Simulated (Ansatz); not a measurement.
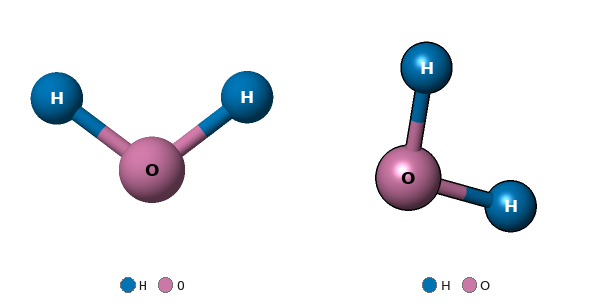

Both panels show the same species.

> Count the atoms of each element.

H₂O, 3 atoms: 2 hydrogen and 1 oxygen.

> How many bonds of each kind are drawn?

2 O–H. Sticks follow a distance rule.

> Which point group does it belong to?

C2v.

More results for the same structure follow; atom numbers are the same in all pictures, views and colours differ. The geometry was computed by an optimisation with PBE0-D4/def2-TZVP.

### Dipole moment

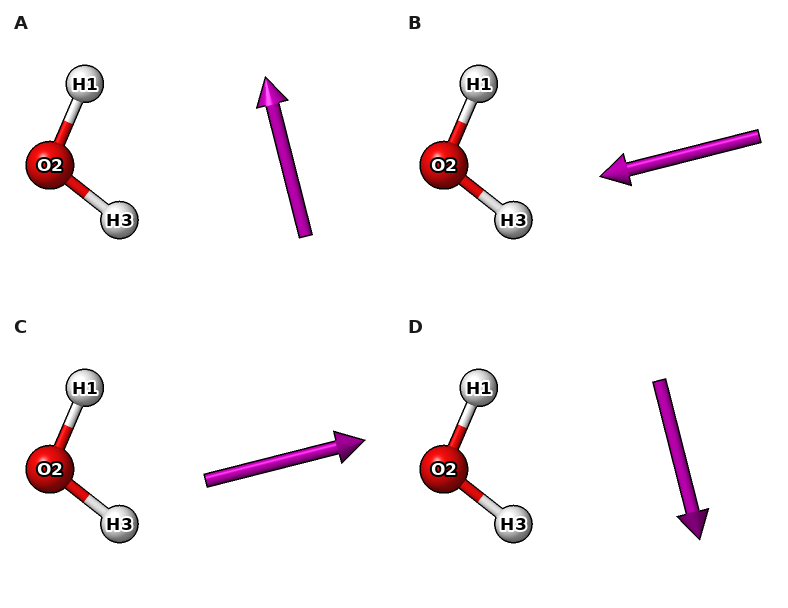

The same molecule four times, each with an arrow. Method: RKS PBE0-D4/def2-TZVP (Ansatz 0.2.0).

> Which arrow points along the dipole moment, from the negative to the positive end?

C. The dipole moment is 2.07 D; it points from the side of O2 to the side of H1, H3 (the outermost atoms at the two ends).

### Charges

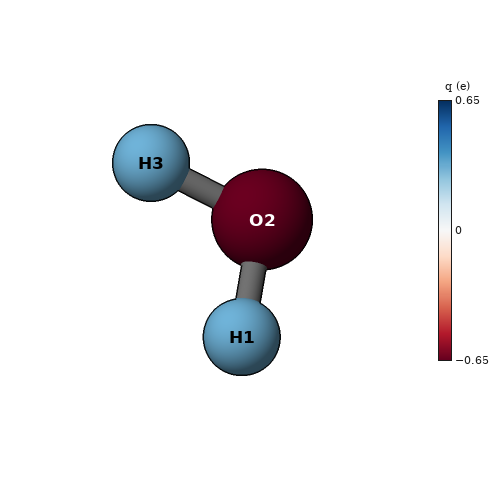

Atoms are coloured by their Mulliken charges. Method: RKS PBE0-D4/def2-TZVP (Ansatz 0.2.0).

Give the Mulliken charges atom by atom.

```json
{"atom": "H1", "value (e)": "0.32"}
{"atom": "O2", "value (e)": "−0.65"}
{"atom": "H3", "value (e)": "0.32"}
```

### Electronic properties

Properties computed with RKS PBE0-D4/def2-TZVPP (Ansatz 0.2.0).

> Give the HOMO energy (Kohn–Sham orbital) at this level.

−8.90 eV.

> Estimate the LUMO energy (Kohn–Sham orbital).

0.85 eV.

Mulliken values depend strongly on the basis set and can even reverse the polarity of a bond.
